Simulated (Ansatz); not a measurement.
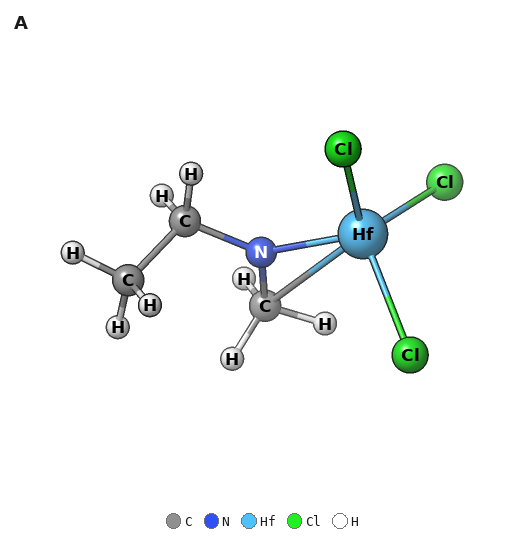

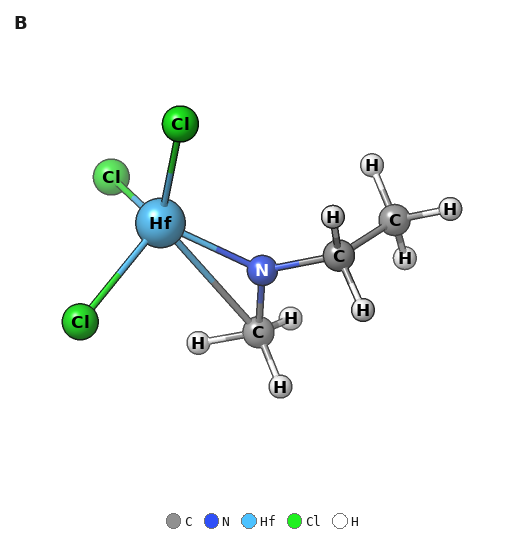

Depth is shown by fading: the farther an atom, the more it takes the colour of the background. The species is neutral and a spin singlet. The computed structure is the end point of a PBE0-D4/def2-TZVP optimisation.

> Are A and B the same structure? If not, how do they differ?

Yes. They are the same structure, C3H8Cl3HfN, seen from two directions: a rotation takes one into the other. The geometry is chiral (C1), so its mirror image would differ.
